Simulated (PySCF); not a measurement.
**C4H9ClO3Si2: density, localisation and related maps**

```yaml
atoms:
  - { symbol: C, position_ang: [3.1239, 0.9873, 0.3964] }
  - { symbol: C, position_ang: [1.9057, 0.1286, 0.2367] }
  - { symbol: O, position_ang: [1.7711, -0.9553, 0.7770] }
  - { symbol: O, position_ang: [0.9866, 0.6578, -0.5285] }
  - { symbol: C, position_ang: [-0.2073, -0.1308, -0.6864] }
  - { symbol: C, position_ang: [-1.4282, 0.7526, -0.8963] }
  - { symbol: Si, position_ang: [-2.9227, -0.3629, -0.4574] }
  - { symbol: O, position_ang: [-2.1587, -1.4480, 0.4848] }
  - { symbol: Si, position_ang: [-0.5333, -1.3226, 0.7958] }
  - { symbol: Cl, position_ang: [-0.4604, -0.4225, 2.5832] }
  - { symbol: H, position_ang: [4.0149, 0.3659, 0.4026] }
  - { symbol: H, position_ang: [3.0556, 1.4924, 1.3587] }
  - { symbol: H, position_ang: [3.1705, 1.7280, -0.3957] }
  - { symbol: H, position_ang: [-0.0469, -0.7451, -1.5809] }
  - { symbol: H, position_ang: [-1.3723, 1.5893, -0.1979] }
  - { symbol: H, position_ang: [-1.4452, 1.1737, -1.9002] }
  - { symbol: H, position_ang: [-3.9161, 0.3250, 0.3546] }
  - { symbol: H, position_ang: [-3.4349, -1.1016, -1.6054] }
  - { symbol: H, position_ang: [-0.1120, -2.7025, 0.7249] }
```

Geometry: GFN2-xTB.

Theory: KT2/6-31G*, SCF density, gas phase, non-relativistic (PySCF).

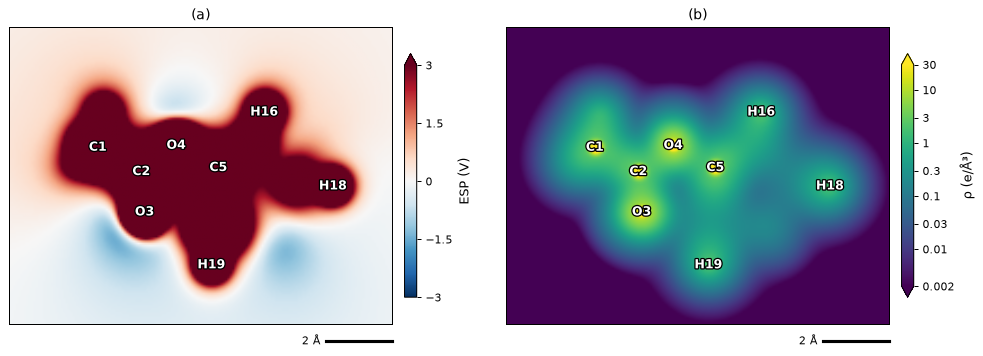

Figure 1. (a) molecular electrostatic potential; (b) electron density on the plane of atoms C2, O4 and C5.

What do the fields say about this system?

Answer.
- The plane passes through C, O and H nuclei.
- C–O (1.22 Å): ρ at the midpoint is about 3.2 e/Å³.
- C–C (1.50 Å): ρ is about 1.8 e/Å³ halfway.
- C–O (1.31 Å): ρ at the midpoint is about 2.6 e/Å³.
- Outside the dense part of the molecule the potential is most negative (−1.5 V) near O3.

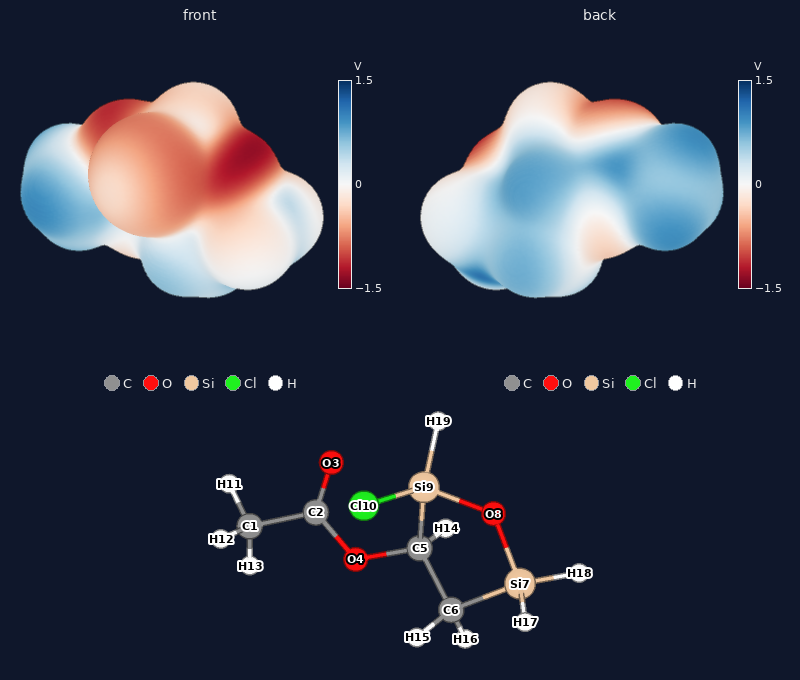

Figure 2. The molecular electrostatic potential painted on the density surface at 0.001 e/bohr³, seen from the front and from behind; the colour scale runs from red (negative) to blue (positive). The bare structure is drawn below in the same view.

Where is the surface potential most negative and most positive?

Answer. The most negative region (about −1.3 V, or −30 kcal/mol for a unit charge) lies over O8, the most positive (about +0.9 V, or +21 kcal/mol for a unit charge) over Si7, H11, H12 and H13. O8 is the likeliest acceptor of a hydrogen bond.

What dipole moment does the calculation give?

Answer. Its dipole moment is 4.07 D.
